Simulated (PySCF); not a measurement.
C5H5BrOSi (SMILES C#C[SiH2]C(=C=O)CBr)

```xyz
13

C     2.7623   -0.7186   -0.7587
C     1.8694   -0.5892    0.0367
Si    0.4688   -0.4023    1.2317
C    -0.8121    0.5951    0.2302
C    -1.4424    1.5143    0.8842
O    -1.8944    2.3495    1.5557
C    -1.1212    0.1540   -1.1437
Br   -2.2757   -1.4753   -1.1775
H     3.5504   -0.8319   -1.4473
H    -0.0769   -1.7221    1.5582
H     0.8679    0.3760    2.4015
H    -0.2230   -0.1471   -1.6783
H    -1.6774    0.8982   -1.7103
```

Geometry: GFN2-xTB.

The calculation used CAM-B3LYP/def2-SVPD, SCF density, gas phase in PySCF 2.14.0.

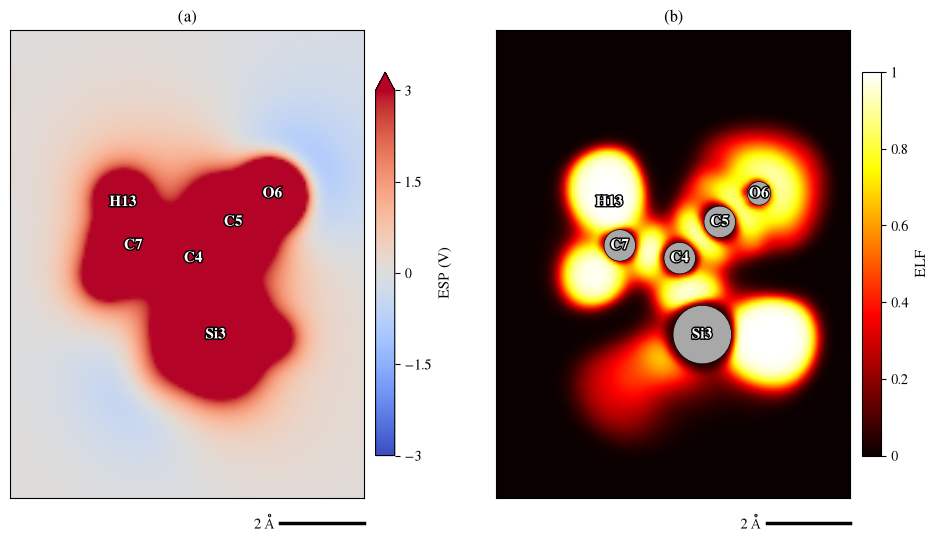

Figure 1. (a) electrostatic potential; (b) electron localisation function on the plane of atoms Si3, C4 and C5. Grey discs cover the atomic cores in the ELF map.

Interpret the plot.

Answer.
- Atoms in the plane: Si, C, O and H.
- C–O (1.16 Å): the ELF peaks at about 0.85 between the atoms: a short, multiple covalent bond.
- C–C (1.29 Å): the ELF peaks at about 0.90 between the atoms (a short, multiple covalent bond).
- C–Si (1.91 Å): the ELF peaks at about 0.95 between the atoms (a shared electron pair).
- The ELF also peaks beside O6, away from the bonds: lone-pair regions.
- Outside the dense part of the molecule the potential is most negative (−0.8 V) near O6.

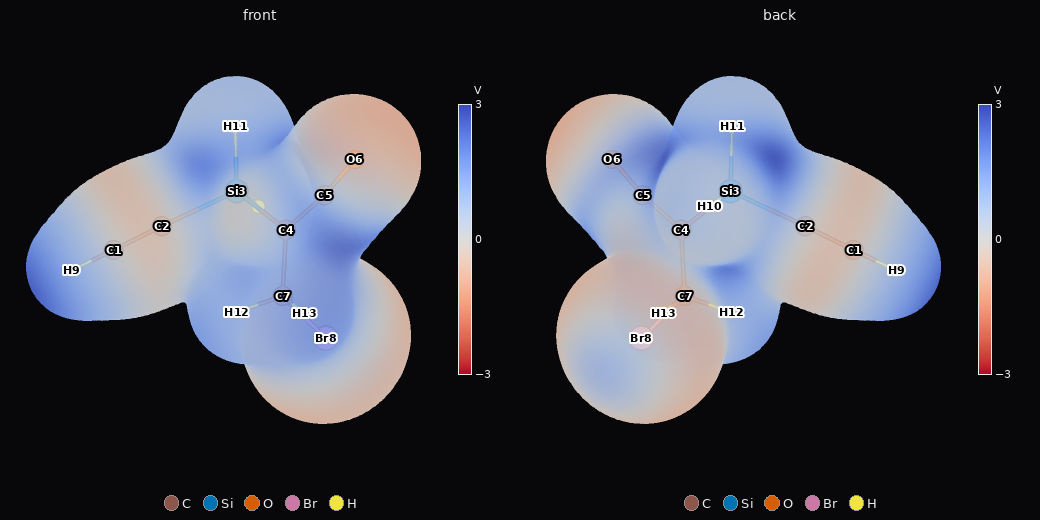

Figure 2. The molecular electrostatic potential painted on the density surface at 0.004 e/bohr³, seen from the front and from behind; the colour scale runs from red (negative) to blue (positive).

Where is the surface potential most negative and most positive?

Answer. The most negative region (about −0.8 V) lies over O6, the most positive (about +2.5 V) over Si3 and H9. Br8 shows a σ-hole: about +0.9 V at the tip opposite its bond, against about −0.5 V on its flanks.

What dipole moment does the calculation give?

Answer. Its dipole moment is 2.31 D.
